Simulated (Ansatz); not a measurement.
# Run report: GeH₇OF, nudged elastic band

System: GeH₇OF.
Method: RKS PBE0-D4/def2-SVP (Ansatz 0.2.0).

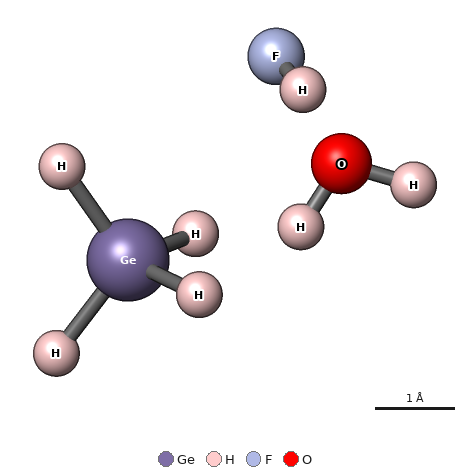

Fig. 1: The structure as given in the input (ball-and-stick view, seen at a tilt). Sticks mark near contacts.

## Input file
```yaml
crystal:
  periodic: [false, false, false]
  atoms:
    - {symbol: Ge, position_ang: [-0.181681, -1.374775, -1.117502]}
    - {symbol: H, position_ang: [0.968271, -0.488372, -0.593525]}
    - {symbol: H, position_ang: [0.454403, -2.427204, -2.040807]}
    - {symbol: H, position_ang: [-0.866930, -2.065159, 0.062209]}
    - {symbol: H, position_ang: [-1.159296, -0.509293, -1.913470]}
    - {symbol: H, position_ang: [-0.765555, 1.131373, 1.156855]}
    - {symbol: F, position_ang: [-1.610453, 0.819770, 0.866940]}
    - {symbol: H, position_ang: [1.326435, 0.937102, 0.941191]}
    - {symbol: O, position_ang: [0.795728, 1.546926, 1.464985]}
    - {symbol: H, position_ang: [1.038977, 2.429531, 1.173122]}
basis:
  gaussian: {orbitals: def2-SVP}
hamiltonian: {xc: pbe0, dispersion: d4}
neb:
  images: 5
  climbing: true
  max_iterations: 40
  initial_path: idpp
  final_atoms:
    - {symbol: Ge, position_ang: [-1.143275, -1.027794, -0.850096]}
    - {symbol: H, position_ang: [3.027233, 0.180861, -0.154911]}
    - {symbol: H, position_ang: [0.313194, -1.039480, -1.315693]}
    - {symbol: H, position_ang: [-1.361366, -1.694220, 0.508725]}
    - {symbol: H, position_ang: [-2.117627, -1.528123, -1.923318]}
    - {symbol: H, position_ang: [-0.406874, 1.291165, 0.824551]}
    - {symbol: F, position_ang: [-1.563735, 0.666320, -0.628281]}
    - {symbol: H, position_ang: [2.394977, 0.340418, 0.213383]}
    - {symbol: O, position_ang: [0.276548, 1.007337, 1.443155]}
    - {symbol: H, position_ang: [0.580826, 1.803415, 1.882488]}
```

Machine: 4 threads of Arm Neoverse V2, 23 GiB of memory available, shared host.

Run as:
```bash
ansatz run in.yaml --threads 4 --pin off --events-out ev --progress --plain --max-ram 9574MiB
```

## Log
```
Functional definition: PBE0
  name "PBE0"
  cite "Adamo & Barone, J. Chem. Phys. 110, 6158 (1999) doi:10.1063/1.478522"
  cite "Perdew, Burke & Ernzerhof, Phys. Rev. Lett. 77, 3865 (1996) doi:10.1103/PhysRevLett.77.3865"
  parent pbe
  parameter a = 0.25
  parameter kappa = 0.804
  parameter beta = 0.06672455060314922
  exchange = (1 - a)*pbe_x(kappa = kappa, mu = beta*pi^2/3) + a*exact_x
  correlation = pbe_c(beta = beta)
1013 factors; integrals over basis functions are off by at most 3.7e-4 eV
mean field evaluation 1: about -61369.1983 eV, gradient 5.0e1 eV
mean field evaluation 2: about -61367.1268 eV, gradient 6.1e1 eV
mean field evaluation 4: about -61373.0412 eV, gradient 1.6e0 eV
mean field evaluation 8: about -61373.0574 eV, gradient 2.3e-2 eV
mean field -61373.05738238 eV, -2255.4182586502 hartree, gradient 4.7e-5 eV, S^2 0.000000; 0 other end points of the search recorded, 0 dependent functions left out
the calculation of the forces begins
reference -61373.05740834 eV, -2255.4182596042 hartree; 28, 28 occupied and 67, 67 virtual orbitals, 1013 factors
1012 factors; integrals over basis functions are off by at most 8.2e-4 eV
mean field evaluation 16: about -61364.0022 eV, gradient 7.5e1 eV
mean field -61373.02099263 eV, -2255.4169213515 hartree, gradient 5.4e-5 eV, S^2 0.000000; 0 other end points of the search recorded, 0 dependent functions left out
[... from here on the field's lines of each further geometry are left out, up to the last ...]
WARN: NEB end point (image 0): max|allowed force component| = 2.015e-1 eV/Å (the criterion of neb.relax_end_points is 1.000e-2). That is over neb.f_tol: it is no minimum, so the barrier can be far off. Relax it first
WARN: NEB end point (image 6): max|allowed force component| = 3.693e-1 eV/Å (the criterion of neb.relax_end_points is 1.000e-2). That is over neb.f_tol: it is no minimum, so the barrier can be far off. Relax it first
NEB iter   1: max|band force component| = 3.788e0 eV/Å  barrier→ = 5.9679 eV  barrier← = 5.9367 eV  Δτ_max = 0.2000 Å  (178 SCF iters)
NEB iter   2: max|band force component| = 2.694e0 eV/Å  barrier→ = 3.6768 eV  barrier← = 3.6457 eV  Δτ_max = 0.2000 Å  (146 SCF iters)
NEB iter   3: max|band force component| = 6.443e0 eV/Å  barrier→ = 2.2220 eV  barrier← = 2.1909 eV  Δτ_max = 0.1011 Å  (154 SCF iters)
NEB iter   4: max|band force component| = 1.194e0 eV/Å  barrier→ = 1.8943 eV  barrier← = 1.8632 eV  Δτ_max = 0.2000 Å  (141 SCF iters)
NEB iter   5: max|band force component| = 8.660e-1 eV/Å  barrier→ = 1.5028 eV  barrier← = 1.4717 eV  Δτ_max = 0.2000 Å  (135 SCF iters)
NEB iter   6: max|band force component| = 5.677e-1 eV/Å  barrier→ = 1.3588 eV  barrier← = 1.3277 eV  Δτ_max = 0.2000 Å  (133 SCF iters)
NEB iter   7: max|band force component| = 8.954e-1 eV/Å  barrier→ = 1.2944 eV  barrier← = 1.2632 eV  CI = image 2  Δτ_max = 0.2000 Å  (134 SCF iters)
NEB iter   8: max|band force component| = 1.087e0 eV/Å  barrier→ = 1.3848 eV  barrier← = 1.3537 eV  CI = image 2  Δτ_max = 0.1759 Å  (136 SCF iters)
NEB iter   9: max|band force component| = 8.557e-1 eV/Å  barrier→ = 1.6384 eV  barrier← = 1.6073 eV  CI = image 2  Δτ_max = 0.1987 Å  (138 SCF iters)
NEB iter  10: max|band force component| = 5.938e-1 eV/Å  barrier→ = 1.5598 eV  barrier← = 1.5287 eV  CI = image 2  Δτ_max = 0.0934 Å  (138 SCF iters)
NEB iter  11: max|band force component| = 2.923e-1 eV/Å  barrier→ = 1.5653 eV  barrier← = 1.5341 eV  CI = image 2  Δτ_max = 0.0623 Å  (139 SCF iters)
NEB iter  12: max|band force component| = 2.234e-1 eV/Å  barrier→ = 1.5538 eV  barrier← = 1.5227 eV  CI = image 2  Δτ_max = 0.1027 Å  (141 SCF iters)
NEB iter  13: max|band force component| = 1.350e-1 eV/Å  barrier→ = 1.5473 eV  barrier← = 1.5162 eV  CI = image 2  Δτ_max = 0.0673 Å  (139 SCF iters)
NEB iter  14: max|band force component| = 9.103e-2 eV/Å  barrier→ = 1.5459 eV  barrier← = 1.5148 eV  CI = image 2  Δτ_max = 0.1330 Å  (130 SCF iters)
NEB iter  15: max|band force component| = 5.389e-2 eV/Å  barrier→ = 1.5449 eV  barrier← = 1.5138 eV  CI = image 2  Δτ_max = 0.1274 Å  (141 SCF iters)
the calculation of the forces begins
reference -61373.03203802 eV, -2255.4173272621 hartree; 28, 28 occupied and 67, 67 virtual orbitals, 1012 factors
these checks for a lower state are left out or cut short: stability, starts, cluster_reference, orbital_swaps, neighbouring_geometries, increment
1016 factors; integrals over basis functions are off by at most 1.0e-3 eV
mean field evaluation 992: about -61371.5075 eV, gradient 1.5e-6 eV
mean field -61371.50750611 eV, -2255.3613017478 hartree, gradient 1.5e-6 eV, S^2 0.000000; 0 other end points of the search recorded, 0 dependent functions left out
the calculation of the forces begins
reference -61371.50753154 eV, -2255.3613026821 hartree; 28, 28 occupied and 67, 67 virtual orbitals, 1016 factors
NEB iter  16: max|band force component| = 4.985e-2 eV/Å  barrier→ = 1.5446 eV  barrier← = 1.5135 eV  CI = image 2  CI's point: of a kind that is not told: the force calls were inconclusive, a negative curvature could not be distinguished from the path's own, the only one lies far off the path, or fixed occupations may fill a level only in part  Δτ_max = 0.0000 Å  (1085 SCF iters)
```

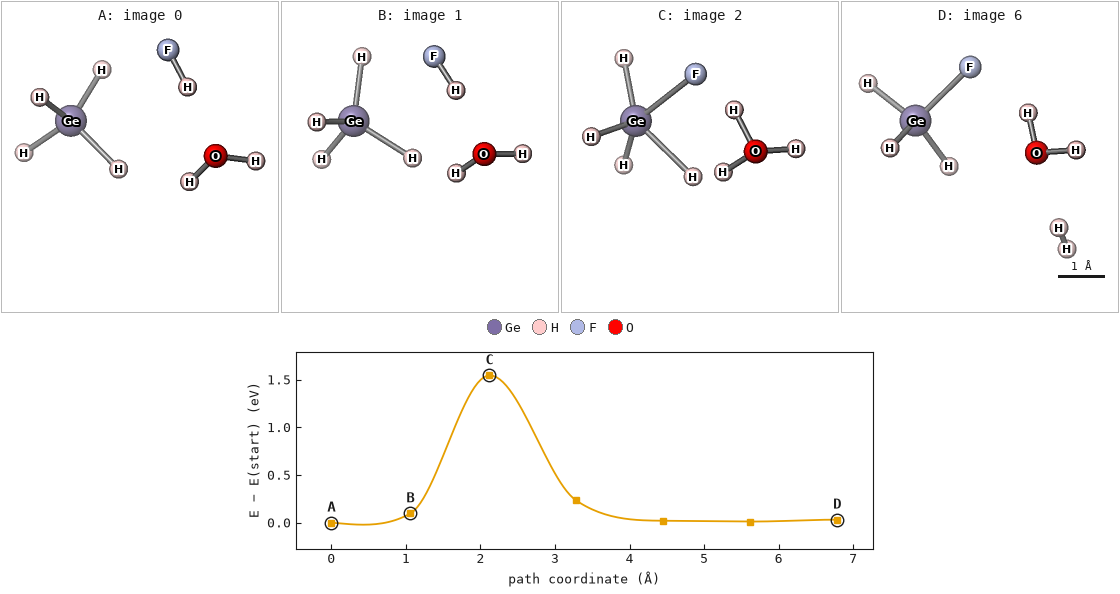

Fig. 2: Images of the last band (counted from 0; ball-and-stick, seen at a tilt) above the energy along the path; the line is a cubic interpolation that uses the forces. The highest image is number 2, 1.545 eV above the start and 1.513 eV above the end (the climbing image); the end lies 0.031 eV above the start. The path is 6.78 Å long. The band converged in 16 iterations. The end points carry forces over 0.1 eV/Å, so they aren't fully relaxed minima and the barriers are approximate.

```
WARN: NEB: the barrier is in doubt: the climbing image shows signs of a second negative curvature. Check it with more images (neb.images), a lower neb.f_tol or relaxed end points
Total energy: -61371.59968926 eV, -2255.3646894159 hartree
Atom 0 at    -0.540201    -0.933925    -0.807330 Å, force    -0.030041    -0.015673    -0.043535 eV/Å
Atom 1 at     1.009668    -0.334108    -0.149727 Å, force    -0.004588    -0.024161    -0.016709 eV/Å
Atom 2 at     0.455660    -1.633602    -1.793459 Å, force     0.028899     0.001272     0.014276 eV/Å
Atom 3 at    -0.911253    -1.933472     0.296980 Å, force     0.002914     0.007498     0.003301 eV/Å
Atom 4 at    -1.710474    -0.584394    -1.759036 Å, force    -0.000152     0.014246     0.019908 eV/Å
Atom 5 at    -0.194266     1.166212     0.989131 Å, force    -0.056012     0.003630    -0.018544 eV/Å
Atom 6 at    -1.096742     0.728198     0.085807 Å, force     0.011997    -0.004873     0.022516 eV/Å
Atom 7 at     1.042729     0.329159     0.616131 Å, force     0.011552    -0.005118     0.007364 eV/Å
Atom 8 at     0.764114     1.192876     1.423293 Å, force     0.027833     0.018372     0.002931 eV/Å
Atom 9 at     1.180663     2.002956     1.098207 Å, force     0.007597     0.004807     0.008492 eV/Å
Dipole moment:     0.407354     0.386942     0.124949 e Å
```

## The last band as extended XYZ (Å, eV, eV/Å)
```
10
Properties=species:S:1:pos:R:3:forces:R:3 image=0 energy=-61373.14427
Ge   -0.1817   -1.3748   -1.1175   -0.0141   0.0752   0.0620
H     0.9683   -0.4884   -0.5935    0.0149   0.0352   0.0160
H     0.4544   -2.4272   -2.0408    0.0140  -0.0324  -0.0267
H    -0.8669   -2.0652    0.0622   -0.0188  -0.0131   0.0300
H    -1.1593   -0.5093   -1.9135   -0.0266   0.0220  -0.0174
H    -0.7656    1.1314    1.1569   -0.0394  -0.0239   0.0008
F    -1.6105    0.8198    0.8669    0.1061  -0.0229  -0.0401
H     1.3264    0.9371    0.9412    0.0938  -0.0293  -0.0933
O     0.7957    1.5469    1.4650   -0.2015  -0.1088   0.1897
H     1.0390    2.4295    1.1731    0.0716   0.0980  -0.1209
10
Properties=species:S:1:pos:R:3:forces:R:3 image=1 energy=-61373.04717
Ge   -0.2839   -1.1813   -0.9557    0.0929  -0.1189  -0.0861
H     0.8266   -0.2115   -0.4845   -0.1005   0.0410  -0.1794
H     0.5125   -2.0964   -1.9008   -0.0237  -0.2525  -0.0695
H    -0.7830   -1.9775    0.2574    0.0156   0.0013  -0.0290
H    -1.4332   -0.5500   -1.7429    0.1191   0.0783   0.0177
H    -0.6162    1.1381    0.9311   -0.1825  -0.0173  -0.0196
F    -1.3802    0.9226    0.3949   -0.1322   0.1324   0.1718
H     1.1593    0.5784    0.9102    0.0725   0.0833   0.1575
O     0.8248    1.2837    1.4911    0.0847   0.0336   0.0207
H     1.1731    2.0938    1.0990    0.0541   0.0189   0.0160
10
Properties=species:S:1:pos:R:3:forces:R:3 image=2 energy=-61371.59966
Ge   -0.5402   -0.9339   -0.8073   -0.0300  -0.0157  -0.0435
H     1.0097   -0.3341   -0.1497   -0.0046  -0.0242  -0.0167
H     0.4557   -1.6336   -1.7935    0.0289   0.0013   0.0143
H    -0.9113   -1.9335    0.2970    0.0029   0.0075   0.0033
H    -1.7105   -0.5844   -1.7590   -0.0002   0.0142   0.0199
H    -0.1943    1.1662    0.9891   -0.0560   0.0036  -0.0185
F    -1.0967    0.7282    0.0858    0.0120  -0.0049   0.0225
H     1.0427    0.3292    0.6161    0.0116  -0.0051   0.0074
O     0.7641    1.1929    1.4233    0.0278   0.0184   0.0029
H     1.1807    2.0030    1.0982    0.0076   0.0048   0.0085
10
Properties=species:S:1:pos:R:3:forces:R:3 image=3 energy=-61372.91152
Ge   -0.9358   -0.9419   -0.9310   -0.1749   0.0013  -0.0538
H     1.4576   -0.5033   -0.0714    0.2574  -0.0847   0.0717
H     0.3050   -1.2270   -1.7890   -0.0287   0.1917   0.0295
H    -1.0475   -1.9198    0.2425   -0.0526  -0.0051  -0.0227
H    -2.1706   -0.8152   -1.8193   -0.2045  -0.1756  -0.0578
H    -0.0233    1.2570    1.1808    0.0407   0.0579   0.0839
F    -0.9409    0.6695   -0.1999    0.0538  -0.0573  -0.1932
H     1.3358   -0.0029    0.4997    0.1497  -0.1590  -0.0468
O     0.7615    1.4376    1.7227   -0.0406   0.1713   0.1439
H     1.2582    2.0460    1.1649   -0.0003   0.0595   0.0453
10
Properties=species:S:1:pos:R:3:forces:R:3 image=4 energy=-61373.12425
Ge   -1.1841   -0.8116   -0.9736    0.0047   0.0143   0.0033
H     2.0838   -0.7968    0.0051    0.0137  -0.0066   0.0002
H    -0.0886   -0.8566   -2.0437   -0.0028   0.0008  -0.0018
H    -0.9408   -1.7770    0.1901    0.0022   0.0016   0.0014
H    -2.5936   -0.9348   -1.5668   -0.0007  -0.0011   0.0011
H    -0.0023    1.2602    1.1307   -0.0006  -0.0028  -0.0008
F    -1.1247    0.8115   -0.2858   -0.0058  -0.0078  -0.0023
H     1.8154   -0.2778    0.4996   -0.0089  -0.0001   0.0015
O     0.7603    1.3374    1.7232   -0.0038   0.0009  -0.0017
H     1.2745    2.0454    1.3212    0.0020   0.0007  -0.0008
10
Properties=species:S:1:pos:R:3:forces:R:3 image=5 energy=-61373.13244
Ge   -1.3166   -0.6073   -0.8044    0.0275  -0.0056  -0.0037
H     2.6147   -0.7511   -0.2803   -0.0010   0.0026   0.0131
H    -0.1413   -0.6792   -1.7837    0.0016   0.0029  -0.0008
H    -1.1165   -1.4513    0.4568   -0.0102   0.0090   0.0017
H    -2.6677   -0.8640   -1.4862   -0.0001  -0.0015  -0.0024
H    -0.1047    1.2151    1.0492   -0.0227  -0.0209  -0.0008
F    -1.4016    1.0737   -0.2717   -0.0212   0.0051   0.0175
H     2.1376   -0.3996    0.2030    0.0122  -0.0151  -0.0209
O     0.6744    0.8804    1.5185   -0.0068   0.0494  -0.0062
H     1.3218    1.5832    1.3988    0.0208  -0.0259   0.0025
10
Properties=species:S:1:pos:R:3:forces:R:3 image=6 energy=-61373.11316
Ge   -1.5317   -0.5325   -0.6755    0.0689   0.0073   0.0566
H     2.8624   -0.6884   -0.7442    0.3267  -0.2010  -0.3391
H    -0.2512   -0.9069   -1.4227    0.0183  -0.0343  -0.0304
H    -1.7127   -1.2763    0.6482   -0.0252  -0.0461   0.0176
H    -2.7797   -0.5853   -1.5651   -0.0273  -0.0237  -0.0242
H     0.1586    1.2360    0.9796   -0.0626   0.1542  -0.0785
F    -1.3628    1.1672   -0.2533    0.0519   0.1112   0.0595
H     2.3824   -0.4008   -0.2463   -0.3548   0.2403   0.3693
O     0.8146    0.6885    1.4270   -0.0323  -0.3357  -0.0249
H     1.4201    1.2982    1.8524    0.0364   0.1279  -0.0059
```

## Results in brief

```json
{"quantity": "outcome", "value": "converged"}
{"quantity": "barrier, forward", "value": "1.545 eV"}
{"quantity": "barrier, backward", "value": "1.514 eV"}
{"quantity": "dipole moment (one image of the band)", "value": "2.76 D"}
{"quantity": "wall time", "value": "1.8 min (CPU time 6.2 min)"}
{"quantity": "peak memory", "value": "0.44 GiB"}
```
